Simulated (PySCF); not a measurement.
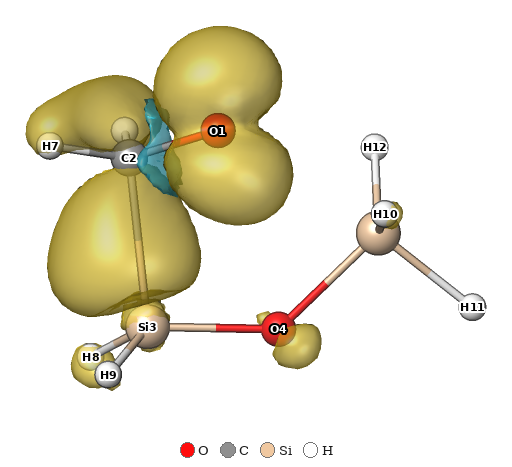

Figure. CH$_{7}$O$_{2}$Si$_{2}$ (SMILES [O]C[SiH2]O[SiH3]) (doublet). Isosurfaces of the spin density at +0.02 (yellow) and −0.02 e/Å³ (cyan), seen across its widest extent.

Geometry: GFN2-xTB.

Computed with UKS B3LYP, pcH-1 on C H O Si, non-relativistic, mean-field spin-orbit, GIAO (PySCF).

```xyz
12

O     0.0955   -0.7453    1.2744
C     1.2457   -0.4922    0.7557
Si    0.8359    1.1011   -0.4580
O    -0.6141    0.6633   -0.9030
Si   -1.6988   -0.4686   -0.2606
H     1.6353   -1.2287    0.0351
H     2.0237   -0.1448    1.4476
H     1.7844    1.0291   -1.5577
H     0.8606    2.2710    0.4058
H    -2.1423   -0.0440    1.0528
H    -2.7874   -0.1411   -1.2023
H    -1.2374   -1.8006   -0.6159
```

**Which atoms carry the spin?**

The unpaired spin (1 electron) lies mostly on O1 (about 0.5), Si3 (about 0.2) and C2 (about 0.2), in electrons by Hirshfeld's partition.
